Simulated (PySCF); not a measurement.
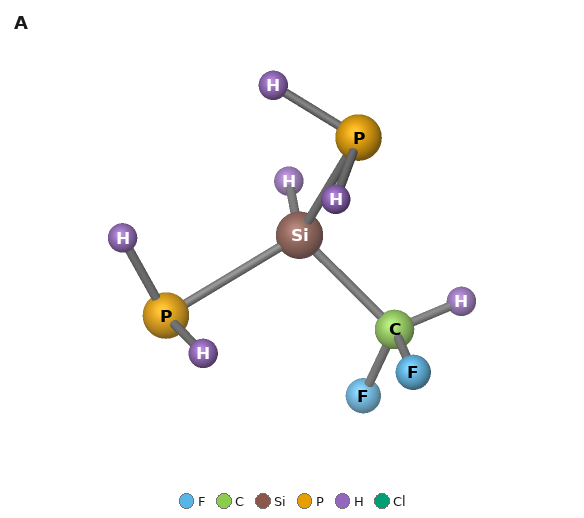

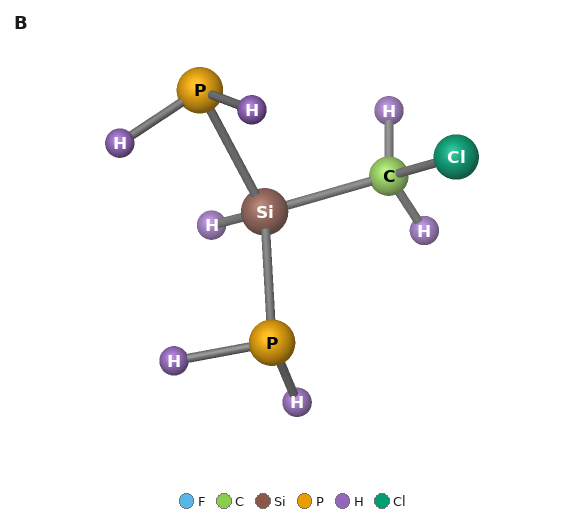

Two related species, optimised with PBE0-D3(BJ)/def2-SVP; properties computed with PySCF 2.14.0. Both: charge 0, singlet.

### Identify both.

A is CH6F2P2Si (FC(F)[SiH](P)P), B is CH7ClP2Si (P[SiH](P)CCl).

Compare them. With PBE0/def2-SVP: dipole moment (D), HOMO–LUMO gap (eV), HOMO energy (Kohn–Sham orbital) (eV), shielding of Si (ppm), Hirshfeld charge of Si (e), IAO charge of Si (e). With PBE0-D3(BJ)/def2-SVP: mean Si–C length (Å), mean Si–H length (Å), mean Si–P length (Å).

```json
{"quantity": "dipole moment (D)", "A": "1.89", "B": "2.04"}
{"quantity": "HOMO–LUMO gap (eV)", "A": "7.04", "B": "7.39"}
{"quantity": "HOMO energy (Kohn–Sham orbital) (eV)", "A": "−7.25", "B": "−7.37"}
{"quantity": "shielding of Si (ppm)", "A": "417.6", "B": "418.1"}
{"quantity": "Hirshfeld charge of Si (e)", "A": "0.22", "B": "0.23"}
{"quantity": "IAO charge of Si (e)", "A": "0.50", "B": "0.55"}
{"quantity": "mean Si–C length (Å)", "A": "1.929", "B": "1.898"}
{"quantity": "mean Si–H length (Å)", "A": "1.494", "B": "1.498"}
{"quantity": "mean Si–P length (Å)", "A": "2.263", "B": "2.262"}
```

Each is one conformer, and no frequency run is at hand to confirm it as a minimum.
